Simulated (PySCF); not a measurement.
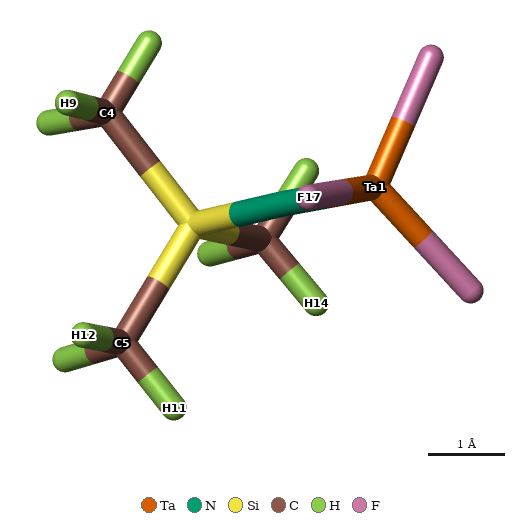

Figure 1. The input geometry (stick view, seen at a tilt; atoms are numbered from 1 in the order of the input). Sticks mark near contacts. Bond lengths as drawn: C–H 1.10 Å, C–Si 1.88 Å, F–Ta 1.88 Å, N–Si 1.76 Å and N–Ta 1.76 Å.

Excited-state calculation, with input and output: C₃H₉F₃NSiTa

The run: excited-state calculation of C₃H₉F₃NSiTa (Ta(NSiMe3)F3). Method and program: TDDFT wB97X-D/def2-SVPD, vertical, gas phase, core orbitals frozen in the response (PySCF 2.14.0).

The geometry comes from this level: PBE0-D3(BJ)/def2-SVP. It belongs to a series of runs on one base structure; here: ligand (all three): Cl to F.

Output:
```
coarse grid: 74096 points
cycle   1  E = -820.1112016865  dE = -1.288e+01  |g| = 9.996e-01  |ddm| = 1.012e+01
cycle   2  E = -820.2004621205  dE = -8.926e-02  |g| = 8.491e-01  |ddm| = 2.552e+00
cycle   3  E = -820.3134713559  dE = -1.130e-01  |g| = 1.760e-01  |ddm| = 7.978e-01
cycle   4  E = -820.3185042786  dE = -5.033e-03  |g| = 7.289e-02  |ddm| = 3.480e-01
cycle   5  E = -820.3196422544  dE = -1.138e-03  |g| = 1.044e-02  |ddm| = 1.065e-01
cycle   6  E = -820.3196703336  dE = -2.808e-05  |g| = 8.492e-03  |ddm| = 2.285e-02
cycle   7  E = -820.3196883068  dE = -1.797e-05  |g| = 3.446e-03  |ddm| = 1.311e-02
cycle   8  E = -820.3196916052  dE = -3.298e-06  |g| = 5.295e-04  |ddm| = 7.023e-03
final grid: 155256 points
cycle   9  E = -820.3133667892  dE = -1.547e-04  |g| = 6.699e-03  |ddm| = 2.285e-01
cycle  10  E = -820.3133535659  dE =  1.322e-05  |g| = 1.033e-02  |ddm| = 2.116e-02
cycle  11  E = -820.3133761063  dE = -2.254e-05  |g| = 1.240e-03  |ddm| = 1.280e-02
cycle  12  E = -820.3133763869  dE = -2.806e-07  |g| = 7.218e-04  |ddm| = 2.358e-03
cycle  13  E = -820.3133764812  dE = -9.431e-08  |g| = 9.010e-05  |ddm| = 6.601e-04
cycle  14  E = -820.3133764843  dE = -3.128e-09  |g| = 2.994e-05  |ddm| = 2.515e-04
cycle  15  E = -820.3133764849  dE = -5.823e-10  |g| = 9.075e-06  |ddm| = 9.936e-05
```

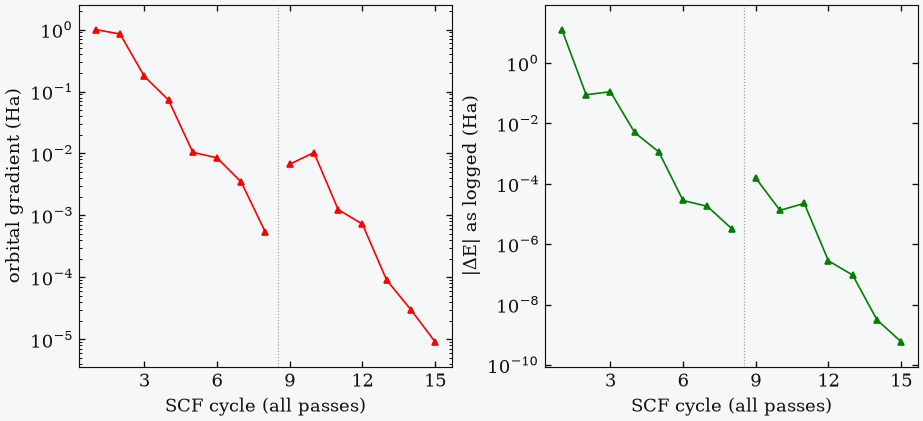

Figure 2. Convergence of the self-consistent field: orbital gradient and size of the energy change against the SCF cycle. The dotted line marks the change from a coarse to the final integration grid. The first 8 cycles use a coarse grid, the final grid takes over at cycle 9, and the field converges after 15 cycles in all.

```
converged SCF energy = -820.3133764849

Static polarisability (au): isotropic 107.108, principal 96.277 96.389 128.657

Singlet excitations
state   eV       nm        f      main configurations
  1   5.3204    233.0   0.00000   H-1->L 0.37, H->L+1 0.32, H-2->L 0.10
  2   5.5283    224.3   0.00413   H->L 0.21, H->L+1 0.21, H-1->L+1 0.20
  3   5.5308    224.2   0.00467   H->L+1 0.21, H-1->L 0.20, H->L 0.19
  4   5.8511    211.9   0.04405   H-1->L+1 0.32, H->L 0.29
  5   6.5128    190.4   0.02304   H->L+2 0.30, H-1->L+2 0.27, H->L+3 0.12
  6   6.5156    190.3   0.02260   H-1->L+2 0.31, H->L+2 0.28, H-1->L+3 0.12
  7   6.6640    186.1   0.00019   H->L+4 0.38, H-1->L+5 0.30, H-3->L+4 0.10
  8   6.8673    180.5   0.00063   H-1->L+4 0.21, H->L+5 0.20, H-1->L+5 0.20
  9   6.8722    180.4   0.00066   H-1->L+5 0.23, H->L+5 0.19, H-1->L+4 0.18
 10   7.4929    165.5   0.00252   H->L+3 0.50, H->L+2 0.24

Triplet excitations (Tamm-Dancoff, eV): 4.8742 5.1035 5.1056 5.2936
```

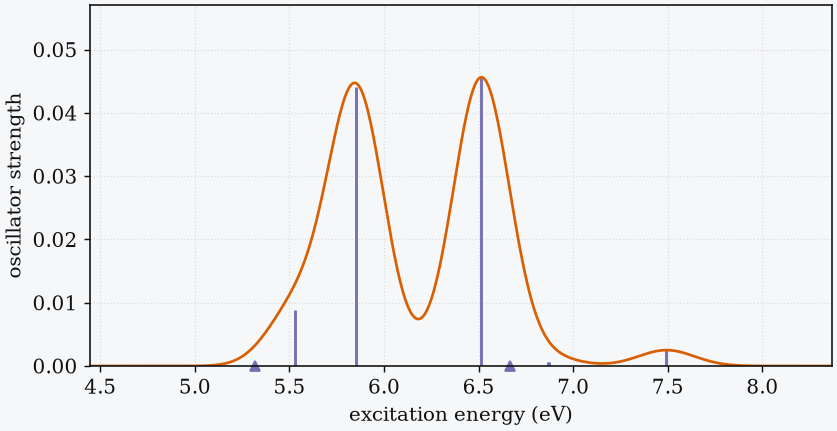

Figure 3. Computed excitations as sticks (degenerate states added up, dark ones marked on the axis), with a Gaussian envelope of 0.35 eV full width at half maximum, scaled to the tallest. Of the 10 states the lowest lies at 5.32 eV (f = 0.000); the strongest line is at 6.51 eV, or 190 nm (f = 0.046, summed over 2 states that lie within 0.004 eV).

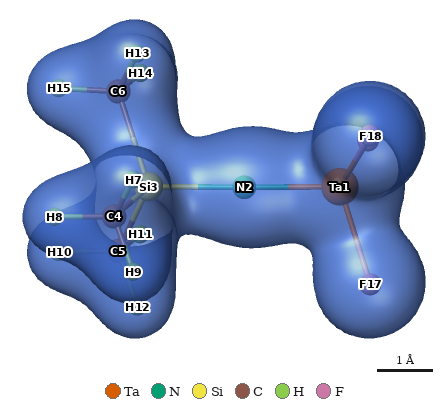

Figure 4. Isosurface of the total electron density at 0.2 e/Å³ (blue), seen from the side. At this value the surface is in one piece. On the grid the lowest density along these lines, outside the cores, is 1.5 e/Å³ (Ta–N, 1.76 Å), 0.79 e/Å³ (Si–N, 1.76 Å), 0.8 e/Å³ (C–Si, 1.88 Å) and 0.93 e/Å³ (Ta–F, 1.88 Å).

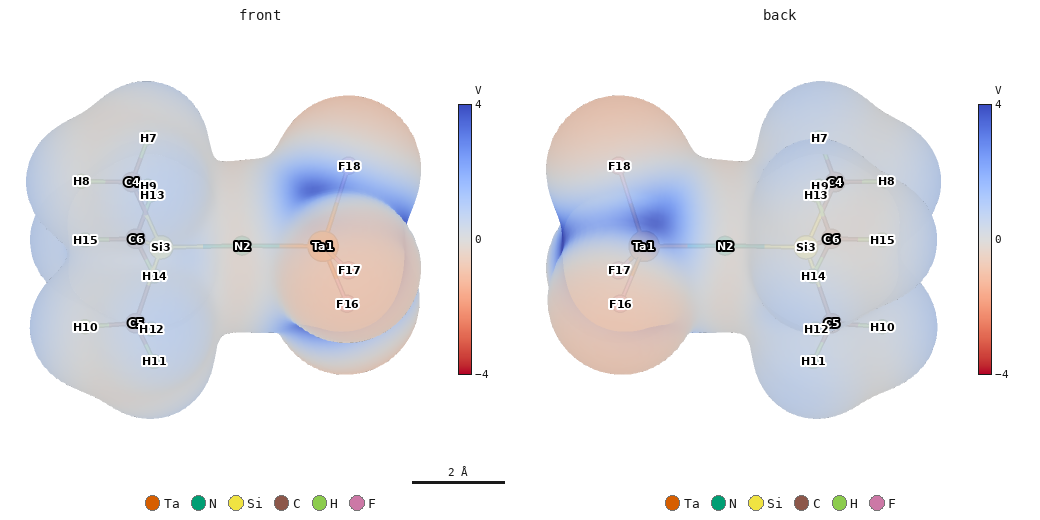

Figure 5. The molecular electrostatic potential painted on the density surface at 0.002 e/bohr³, seen face on and from behind; red is negative and blue positive. Its dipole moment is 1.09 D.

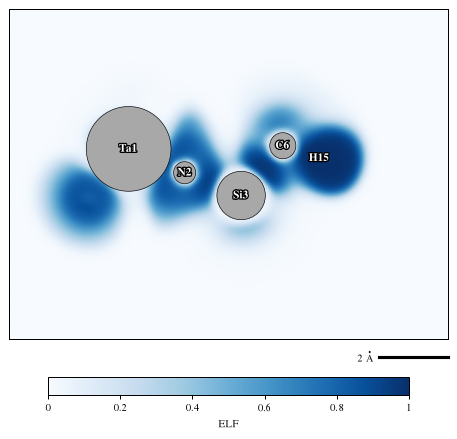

Figure 6. ELF on the plane of atoms Si3, C6 and H15. Grey discs, where drawn, cover atomic cores. Atoms in the plane: Ta, N, Si, C and H. Ta–N (1.76 Å): the ELF peaks at about 0.85 in the valence shell of N, 0.5 Å from its nucleus, and drops to about 0.35 between the two atoms. C–H (1.10 Å): the ELF climbs to about 1 towards the hydrogen, as it does in any bond to H (a covalent bond by its length).

The run was set up as follows.

Input:
```
{"job": {"kind": "uv", "xc": "wB97X-D", "basis": "def2-SVPD", "ip": false, "nstates": 10}, "charge": 0, "multiplicity": 1}
Ta     0.250356     0.082053    -2.981728
N      0.064512     0.033043    -1.233283
Si    -0.059461    -0.013464     0.522087
C     -1.867422    -0.206385     0.980907
C      0.633803     1.594097     1.194727
C      0.941674    -1.477057     1.134208
H     -2.282291    -1.135754     0.561078
H     -1.991515    -0.241053     2.075295
H     -2.462626     0.636648     0.597211
H      0.587204     1.611228     2.295466
H      1.686326     1.719741     0.896699
H      0.066868     2.458421     0.815767
H      0.549166    -2.419689     0.722052
H      1.996470    -1.385928     0.832235
H      0.905713    -1.545711     2.233422
F      2.097735    -0.036657    -3.330027
F     -0.461268     1.725671    -3.563009
F     -0.711544    -1.382254    -3.675376
```

The first line tells a small driver script what to run in PySCF; the rest is the geometry in Å.

Command:
```bash
OMP_NUM_THREADS=1 python <driver script> task.json out
```

Key numbers:

- outcome: converged
- total energy: −820.313376 hartree
- HOMO: −9.88 eV
- LUMO: 0.58 eV
- dipole moment: 1.09 D
- mean polarisability: 107.11 a.u.
- lowest singlet excitation: 5.32 eV
- hardware: 1 CPU thread, shared host
- wall time: 1.8 min
- peak memory: 1.6 GiB

Remarks:

Spin–orbit coupling is left out, which matters for the heavy atoms.
